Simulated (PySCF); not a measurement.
# One shape, several levels: SiH2S2 (SMILES S[Si]S)

Wanted: a comparison of 6 runs (HF/3-21G, HF/def2-SVP, B3LYP/6-31G*, PBE0/def2-SVP, r2SCAN/pcseg-2, CCSD(T)/def2-SVPD) of SiH2S2. Input form: a Python script.

Program for the calculation: PySCF 2.14.0.

### 1 Starting point

SiH2S2: 5 atoms, total charge 0, spin state singlet. As SMILES, `S[Si]S`. Geometry: relaxed at PBE0-D4/def2-TZVP. This is one conformer, not always the lowest.

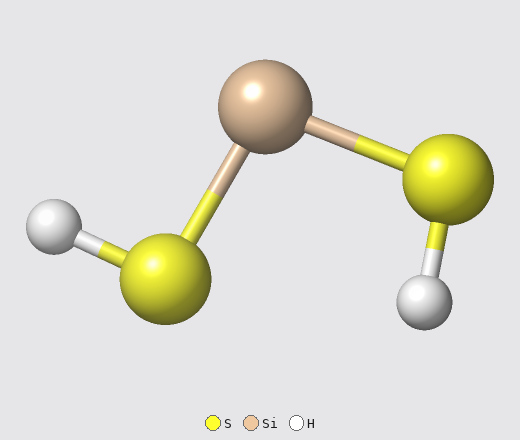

The structure, seen from a chosen angle (sulfur yellow, silicon light orange, hydrogen white).

### 2 Energy and forces at HF/3-21G (run 1)

Input file mol.xyz:

```xyz
5
H2S2Si
S     -0.640700    -1.023800    -0.541200
Si    -0.655200     0.968900     0.237800
S      1.426500     1.117300     0.734200
H     -1.954700    -1.042200    -0.825100
H      1.874100    -0.093900     0.352900
```

Input file input.py:

```python
# S[Si]S
from pyscf import gto

mol = gto.Mole()
mol.atom = 'mol.xyz'
mol.charge = 0
mol.max_memory = 1860
mol.verbose = 4
mol.basis = '3-21g'
mol.build()

myscf = mol.RHF()
myscf.conv_tol = 1e-10
myscf.kernel()
if not myscf.converged:
    myscf = myscf.newton().run(myscf.mo_coeff, myscf.mo_occ)

e_final = myscf.e_tot
print('Final energy', e_final)
grad = myscf.nuc_grad_method().kernel()
myscf.analyze()
```

Launch:

```console
$ OMP_NUM_THREADS=1 python input.py
```

What it wrote:

```text
PySCF version 2.14.0

[INPUT] num. atoms = 5
[INPUT] num. electrons = 48
[INPUT] charge = 0
[INPUT] spin (= nelec alpha-beta = 2S) = 0
[INPUT] symmetry False subgroup None
[INPUT] Mole.unit = angstrom
[INPUT] Symbol           X                Y                Z      unit          X                Y                Z       unit  Magmom
[INPUT]  1 S     -0.640700000000  -1.023800000000  -0.541200000000 AA   -1.210747528009  -1.934701606330  -1.022719778615 Bohr   0.0
[INPUT]  2 Si    -0.655200000000   0.968900000000   0.237800000000 AA   -1.238148556815   1.830955642091   0.449376872422 Bohr   0.0
[INPUT]  3 S      1.426500000000   1.117300000000   0.734200000000 AA    2.695694316692   2.111390998977   1.387436920656 Bohr   0.0
[INPUT]  4 H     -1.954700000000  -1.042200000000  -0.825100000000 AA   -3.693847655687  -1.969472567022  -1.559213025379 Bohr   0.0
[INPUT]  5 H      1.874100000000  -0.093900000000   0.352900000000 AA    3.541535730047  -0.177445283097   0.666884349359 Bohr   0.0

[... 46 lines left out ...]
converged SCF energy = -1079.69483005174
[... 16 lines left out ...]
Two-electron Energy =                  589.452791263326390
[... 6 lines left out ...]
MO #3   energy= -68.3698729660148  occ= 2
[... 4 lines left out ...]
MO #8   energy= -6.60743365005761  occ= 2
[... 4 lines left out ...]
MO #13  energy= -4.27006444204678  occ= 2
[... 4 lines left out ...]
MO #18  energy= -0.670757690107797 occ= 2
[... 4 lines left out ...]
MO #23  energy= -0.394588910742447 occ= 2
[... 4 lines left out ...]
MO #28  energy= 0.162218116901135  occ= 0
[... 4 lines left out ...]
MO #33  energy= 0.491638423259524  occ= 0
[... 4 lines left out ...]
MO #38  energy= 0.724767226700139  occ= 0
[... 4 lines left out ...]
MO #43  energy= 1.2494538693865    occ= 0
[... 12 lines left out ...]
pop of  0 S 4px           0.00624
pop of  0 S 4py           0.00204
pop of  0 S 4pz           0.00261
pop of  1 Si 1s           2.00000
pop of  1 Si 2s           1.99988
pop of  1 Si 3s           1.69061
pop of  1 Si 4s           0.01319
pop of  1 Si 2px          1.99983
pop of  1 Si 2py          1.99983
pop of  1 Si 2pz          1.99989
pop of  1 Si 3px          0.82960
pop of  1 Si 3py          0.73162
pop of  1 Si 3pz          0.37238
pop of  1 Si 4px          0.01028
pop of  1 Si 4py          0.01085
pop of  1 Si 4pz          0.00301
pop of  2 S 1s            1.99999
pop of  2 S 2s            1.99968
pop of  2 S 3s            1.70860
pop of  2 S 4s            0.00298
pop of  2 S 2px           1.99985
pop of  2 S 2py           1.99984
pop of  2 S 2pz           1.99994
pop of  2 S 3px           1.36957
pop of  2 S 3py           1.37844
pop of  2 S 3pz           1.78014
pop of  2 S 4px           0.00436
pop of  2 S 4py           0.00603
pop of  2 S 4pz           0.00217
pop of  3 H 1s            0.90105
pop of  3 H 2s            0.00659
pop of  4 H 1s            0.90414
pop of  4 H 2s            0.00696
 ** Mulliken atomic charges  **
charge of    0S =     -0.26870
charge of    1Si =      0.33902
charge of    2S =     -0.25157
charge of    3H =      0.09236
charge of    4H =      0.08889
Dipole moment(X, Y, Z, Debye): -1.94589, -0.38870, -0.56242
```

It took 3.9 s on 1 thread of Intel Xeon at 2.50GHz (Skylake/Cascade Lake), shared host; peak memory 0.12 GiB.

### 3 Energy and gradient at HF/def2-SVP (run 2)

Input file calc.py:

```python
from pyscf import gto, scf

molecule = gto.M(
    atom='''
S     -1.210748    -1.934702    -1.022720
Si    -1.238149     1.830956     0.449377
S      2.695694     2.111391     1.387437
H     -3.693848    -1.969473    -1.559213
H      3.541536    -0.177445     0.666884
''',
    max_memory=1860,
    unit='bohr',
    basis='def2-svp',
    charge=0,
    verbose=4,
)

mf = scf.RHF(molecule)
mf.conv_tol = 1e-10
mf.kernel()
if not mf.converged:
    mf = mf.newton().run(mf.mo_coeff, mf.mo_occ)

e_final = mf.e_tot
print('E(%s) = %.9f' % ('HF', e_final))
grad = mf.nuc_grad_method().kernel()
dip = mf.dip_moment()
pop, q = mf.mulliken_pop()
```

Launch:

```console
$ OMP_NUM_THREADS=1 python calc.py
```

What it wrote:

```text
PySCF version 2.14.0

[INPUT] num. atoms = 5
[INPUT] num. electrons = 48
[INPUT] charge = 0
[INPUT] spin (= nelec alpha-beta = 2S) = 0
[INPUT] symmetry False subgroup None
[INPUT] Mole.unit = bohr
[INPUT] Symbol           X                Y                Z      unit          X                Y                Z       unit  Magmom
[INPUT]  1 S     -0.640700249767  -1.023800208321  -0.541200117152 AA   -1.210748000000  -1.934702000000  -1.022720000000 Bohr   0.0
[INPUT]  2 Si    -0.655200234523   0.968900189397   0.237800067512 AA   -1.238149000000   1.830956000000   0.449377000000 Bohr   0.0
[INPUT]  3 S      1.426499832414   1.117300000542   0.734200041987 AA    2.695694000000   2.111391000000   1.387437000000 Bohr   0.0
[INPUT]  4 H     -1.954700182202  -1.042200229122  -0.825099986570 AA   -3.693848000000  -1.969473000000  -1.559213000000 Bohr   0.0
[INPUT]  5 H      1.874100142853  -0.093899850192   0.352899815127 AA    3.541536000000  -0.177445000000   0.666884000000 Bohr   0.0

[... 48 lines left out ...]
converged SCF energy = -1084.84409697258
[... 12 lines left out ...]
Dipole moment(X, Y, Z, Debye): -0.98914, -0.76333, -0.50799
[... 31 lines left out ...]
pop of  1 Si 4pz          0.19651
pop of  1 Si 3dxy         0.01734
pop of  1 Si 3dyz         0.03074
pop of  1 Si 3dz^2        0.02576
pop of  1 Si 3dxz         0.02688
pop of  1 Si 3dx2-y2      0.07527
pop of  2 S 1s            1.99946
pop of  2 S 2s            1.99133
pop of  2 S 3s            1.16816
pop of  2 S 4s            0.68122
pop of  2 S 2px           1.97894
pop of  2 S 2py           1.97852
pop of  2 S 2pz           1.98141
pop of  2 S 3px           0.56626
pop of  2 S 3py           0.54680
pop of  2 S 3pz           0.64263
pop of  2 S 4px           0.80598
pop of  2 S 4py           0.78813
pop of  2 S 4pz           1.13528
pop of  2 S 3dxy          0.01070
pop of  2 S 3dyz          0.00656
pop of  2 S 3dz^2         0.00639
pop of  2 S 3dxz          0.00696
pop of  2 S 3dx2-y2       0.02437
pop of  3 H 1s            0.70802
pop of  3 H 2s            0.16864
pop of  3 H 2px           0.02088
pop of  3 H 2py           0.00482
pop of  3 H 2pz           0.00710
pop of  4 H 1s            0.70465
pop of  4 H 2s            0.16964
pop of  4 H 2px           0.00655
pop of  4 H 2py           0.01864
pop of  4 H 2pz           0.00735
 ** Mulliken atomic charges  **
charge of    0S =     -0.31654
charge of    1Si =      0.45189
charge of    2S =     -0.31908
charge of    3H =      0.09055
charge of    4H =      0.09318
```

Run time: 7.3 s. Hardware: 1 thread of Intel Xeon at 2.50GHz (Skylake/Cascade Lake), shared host; peak memory 0.13 GiB.

### 4 Energy and gradient at B3LYP/6-31G(d) (spherical functions) (run 3)

Input file run.py:

```python
from pyscf import gto, dft

mol = gto.M(
    atom='''
S     -0.640700    -1.023800    -0.541200
Si    -0.655200     0.968900     0.237800
S      1.426500     1.117300     0.734200
H     -1.954700    -1.042200    -0.825100
H      1.874100    -0.093900     0.352900
''',
    basis='6-31g*',
    spin=0,
    max_memory=1860,
    verbose=4,
)

mf = dft.RKS(mol)
mf.xc = 'b3lyp'
mf.grids.level = 5
mf.conv_tol = 1e-10
mf.kernel()
if not mf.converged:
    mf = mf.newton().run(mf.mo_coeff, mf.mo_occ)

e_tot = mf.e_tot
print('E = %.10f Eh' % e_tot)
grad = mf.nuc_grad_method().kernel()
mf.analyze()
```

Launch:

```console
$ OMP_NUM_THREADS=1 python run.py
```

What it wrote:

```text
PySCF version 2.14.0

[INPUT] num. atoms = 5
[INPUT] num. electrons = 48
[INPUT] charge = 0
[INPUT] spin (= nelec alpha-beta = 2S) = 0
[INPUT] symmetry False subgroup None
[INPUT] Mole.unit = angstrom
[INPUT] Symbol           X                Y                Z      unit          X                Y                Z       unit  Magmom
[INPUT]  1 S     -0.640700000000  -1.023800000000  -0.541200000000 AA   -1.210747528009  -1.934701606330  -1.022719778615 Bohr   0.0
[INPUT]  2 Si    -0.655200000000   0.968900000000   0.237800000000 AA   -1.238148556815   1.830955642091   0.449376872422 Bohr   0.0
[INPUT]  3 S      1.426500000000   1.117300000000   0.734200000000 AA    2.695694316692   2.111390998977   1.387436920656 Bohr   0.0
[INPUT]  4 H     -1.954700000000  -1.042200000000  -0.825100000000 AA   -3.693847655687  -1.969472567022  -1.559213025379 Bohr   0.0
[INPUT]  5 H      1.874100000000  -0.093900000000   0.352900000000 AA    3.541535730047  -0.177445283097   0.666884349359 Bohr   0.0

[... 78 lines left out ...]
Two-electron Energy =                  589.666150244967980
[... 7 lines left out ...]
MO #4   energy= -7.95368834717143  occ= 2
[... 5 lines left out ...]
MO #10  energy= -5.90686958128306  occ= 2
[... 5 lines left out ...]
MO #16  energy= -0.769701910075694 occ= 2
[... 5 lines left out ...]
MO #22  energy= -0.314418140923554 occ= 2
[... 5 lines left out ...]
MO #28  energy= 0.0246468871772312 occ= 0
[... 5 lines left out ...]
MO #34  energy= 0.296787156639743  occ= 0
[... 5 lines left out ...]
MO #40  energy= 0.466456851346471  occ= 0
[... 5 lines left out ...]
MO #46  energy= 0.660377647311055  occ= 0
[... 5 lines left out ...]
MO #52  energy= 0.856175311848571  occ= 0
[... 5 lines left out ...]
MO #58  energy= 1.21569300110652   occ= 0
[... 27 lines left out ...]
pop of  1 Si 3px          0.79548
pop of  1 Si 3py          0.72914
pop of  1 Si 3pz          0.44986
pop of  1 Si 4px          0.01051
pop of  1 Si 4py          0.01059
pop of  1 Si 4pz          0.00341
pop of  1 Si 3dxy         0.00347
pop of  1 Si 3dyz         0.00654
pop of  1 Si 3dz^2        0.00679
pop of  1 Si 3dxz         0.00531
pop of  1 Si 3dx2-y2      0.01354
pop of  2 S 1s            2.00000
pop of  2 S 2s            1.99984
pop of  2 S 3s            1.71452
pop of  2 S 4s            0.00344
pop of  2 S 2px           1.99988
pop of  2 S 2py           1.99989
pop of  2 S 2pz           1.99993
pop of  2 S 3px           1.36679
pop of  2 S 3py           1.35076
pop of  2 S 3pz           1.73195
pop of  2 S 4px           0.00836
pop of  2 S 4py           0.00835
pop of  2 S 4pz           0.00122
pop of  2 S 3dxy          0.00378
pop of  2 S 3dyz          0.00318
pop of  2 S 3dz^2         0.00321
pop of  2 S 3dxz          0.00250
pop of  2 S 3dx2-y2       0.00869
pop of  3 H 1s            0.89283
pop of  3 H 2s            0.00809
pop of  4 H 1s            0.90059
pop of  4 H 2s            0.00846
 ** Mulliken atomic charges  **
charge of    0S =     -0.21937
charge of    1Si =      0.23563
charge of    2S =     -0.20629
charge of    3H =      0.09908
charge of    4H =      0.09095
Dipole moment(X, Y, Z, Debye): -0.96597, -0.74257, -0.49496
```

It took 35 s on 1 thread of Intel Xeon at 2.50GHz (Skylake/Cascade Lake), shared host; peak memory 0.58 GiB.

Runs 4 to 5 aren't shown in full; the table further down has their settings and results.

### 5 The energy at CCSD(T)/def2-SVPD (run 6)

Input file start.xyz:

```xyz
5

S     -0.640700    -1.023800    -0.541200
Si    -0.655200     0.968900     0.237800
S      1.426500     1.117300     0.734200
H     -1.954700    -1.042200    -0.825100
H      1.874100    -0.093900     0.352900
```

Input file calc.py:

```python
# S[Si]S
from pyscf import gto, scf, cc

system = gto.M(
    atom='start.xyz',
    spin=0,
    verbose=4,
    max_memory=1860,
    basis='def2-svpd',
)

mf = scf.RHF(system)
mf.conv_tol = 1e-10
mf.kernel()
if not mf.converged:
    mf = mf.newton().run(mf.mo_coeff, mf.mo_occ)

mycc = cc.CCSD(mf, frozen=15)
mycc.kernel()
e_t = mycc.ccsd_t()
e_tot = mycc.e_tot + e_t
print('E(%s) = %.9f' % ('CCSD(T)', e_tot))
dip = mf.dip_moment()
pop, q = mf.mulliken_pop()
```

Launch:

```console
$ OMP_NUM_THREADS=1 python calc.py
```

What it wrote:

```text
PySCF version 2.14.0

[INPUT] num. atoms = 5
[INPUT] num. electrons = 48
[INPUT] charge = 0
[INPUT] spin (= nelec alpha-beta = 2S) = 0
[INPUT] symmetry False subgroup None
[INPUT] Mole.unit = angstrom
[INPUT] Symbol           X                Y                Z      unit          X                Y                Z       unit  Magmom
[INPUT]  1 S     -0.640700000000  -1.023800000000  -0.541200000000 AA   -1.210747528009  -1.934701606330  -1.022719778615 Bohr   0.0
[INPUT]  2 Si    -0.655200000000   0.968900000000   0.237800000000 AA   -1.238148556815   1.830955642091   0.449376872422 Bohr   0.0
[INPUT]  3 S      1.426500000000   1.117300000000   0.734200000000 AA    2.695694316692   2.111390998977   1.387436920656 Bohr   0.0
[INPUT]  4 H     -1.954700000000  -1.042200000000  -0.825100000000 AA   -3.693847655687  -1.969472567022  -1.559213025379 Bohr   0.0
[INPUT]  5 H      1.874100000000  -0.093900000000   0.352900000000 AA    3.541535730047  -0.177445283097   0.666884349359 Bohr   0.0

[... 48 lines left out ...]
converged SCF energy = -1084.85941834055
[... 12 lines left out ...]
Init t2, MP2 energy = -1085.22740694695  E_corr(MP2) -0.367988606397301
[... 12 lines left out ...]
CCSD converged
[... 3 lines left out ...]
Dipole moment(X, Y, Z, Debye): -0.83431, -0.64970, -0.43077
[... 61 lines left out ...]
pop of  2 S 3py           0.54401
pop of  2 S 3pz           0.64077
pop of  2 S 4px           0.87682
pop of  2 S 4py           0.85516
pop of  2 S 4pz           1.08842
pop of  2 S 5px           0.02700
pop of  2 S 5py           0.05225
pop of  2 S 5pz           0.07174
pop of  2 S 3dxy          0.01096
pop of  2 S 3dyz          0.00651
pop of  2 S 3dz^2         0.00638
pop of  2 S 3dxz          0.00668
pop of  2 S 3dx2-y2       0.02409
pop of  2 S 4dxy          0.01053
pop of  2 S 4dyz          0.00612
pop of  2 S 4dz^2         0.00468
pop of  2 S 4dxz          0.00807
pop of  2 S 4dx2-y2       0.01829
pop of  3 H 1s            0.69887
pop of  3 H 2s           -0.01260
pop of  3 H 2px           0.01995
pop of  3 H 2py           0.00455
pop of  3 H 2pz           0.00692
pop of  3 H 3px           0.00237
pop of  3 H 3py          -0.01066
pop of  3 H 3pz           0.00521
pop of  4 H 1s            0.69783
pop of  4 H 2s           -0.00258
pop of  4 H 2px           0.00622
pop of  4 H 2py           0.01777
pop of  4 H 2pz           0.00717
pop of  4 H 3px          -0.02127
pop of  4 H 3py           0.01014
pop of  4 H 3pz           0.01054
 ** Mulliken atomic charges  **
charge of    0S =     -0.62699
charge of    1Si =      0.67795
charge of    2S =     -0.61054
charge of    3H =      0.28539
charge of    4H =      0.27419
```

Wall time 39 s (1 thread of Intel Xeon at 2.50GHz (Skylake/Cascade Lake), shared host); peak memory 0.43 GiB.

### 6 The series

```
run                               level  integration grid      task   energy (Eh)  dipole moment (D) of the reference  HOMO energy (eV)  LUMO energy (eV)  wall time
  1                            HF/3-21G                 –  gradient  -1079.694830                                2.06             -9.80              0.30      3.9 s
  2                         HF/def2-SVP                 –  gradient  -1084.844097                                1.35             -9.40              1.03      7.3 s
  3  B3LYP/6-31G* (spherical functions)                 5  gradient  -1087.094417                                1.32             -6.95             -2.36       35 s
  4                       PBE0/def2-SVP                 5  gradient  -1086.366751                                1.32             -7.06             -2.10       49 s
  5                      r2SCAN/pcseg-2                 5  gradient  -1087.076646                                1.19             -6.32             -2.95    3.2 min
  6                   CCSD(T)/def2-SVPD                 –    energy  -1085.287481                                1.14             -9.50              0.86       39 s
```

### 7 Results

| quantity | value |
| --- | --- |
| run 6: total energy | -1085.28748 Eh |
| run 6: dipole moment (Hartree–Fock density) | 1.14 D |
| run 6: HOMO energy (Hartree–Fock orbitals) | -9.50 eV |
| run 6: LUMO energy (Hartree–Fock orbitals) | 0.86 eV |
| run 6: HOMO–LUMO gap (Hartree–Fock orbitals) | 10.35 eV |
| run 6: correlation energy (15 core orbitals frozen) | -428.1 mEh |
| run 6: (T) correction | -16.65 mEh |
| run 6: T1 diagnostic | 0.016 |

**Reading.** Over runs 1, 2, 3, 4, 5 the dipole moment (its size) runs from 1.19 D (r2SCAN/pcseg-2) to 2.06 D (HF/3-21G). The two ends differ in method and basis. Over runs 1, 2, 3, 4, 5 the HOMO–LUMO gap runs from 3.38 eV (r2SCAN/pcseg-2) to 10.43 eV (HF/def2-SVP). Totals of different functionals can't be ranked against each other. All runs together took 5.5 min, the longest 3.2 min.
